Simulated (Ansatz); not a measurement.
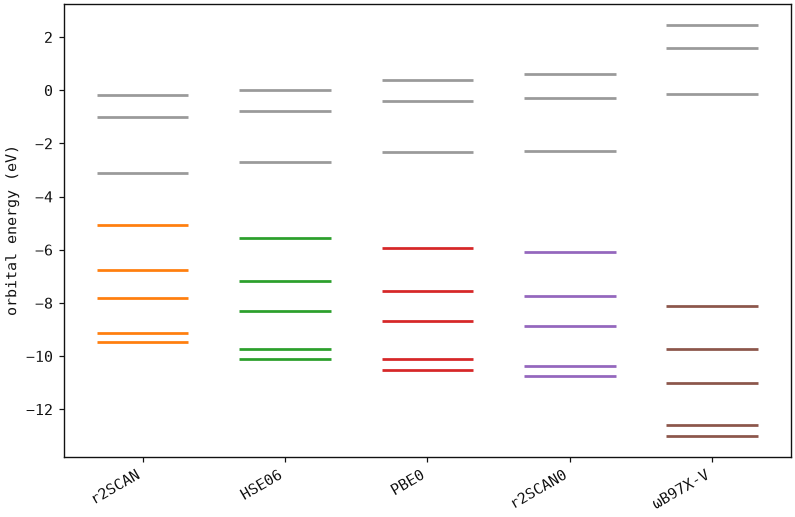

Frontier orbital energies of C₂H₄GeS, SMILES S=[C]1[CH2][GeH2]1, singlet at one geometry, def2-TZVPP, the Ansatz code 0.2.0, at a PBE0-D4/def2-TZVP geometry (a minimum by its frequencies). Empty levels are grey, levels within 0.1 eV stand side by side; all columns show the same few orbitals around the gap.

How do the frontier levels move from column to column?

The separation grows from 1.96 eV (r2SCAN) to 7.97 eV (ωB97X-V).

```csv
level,HOMO (eV),LUMO (eV),separation (eV)
r2SCAN,−5.08,−3.11,1.96
HSE06,−5.56,−2.70,2.86
PBE0,−5.95,−2.32,3.63
r2SCAN0,−6.07,−2.28,3.79
ωB97X-V,−8.14,−0.16,7.97
```

Caveats, for all or some of the runs: empty levels above zero depend strongly on the basis; no scalar relativity up to krypton.
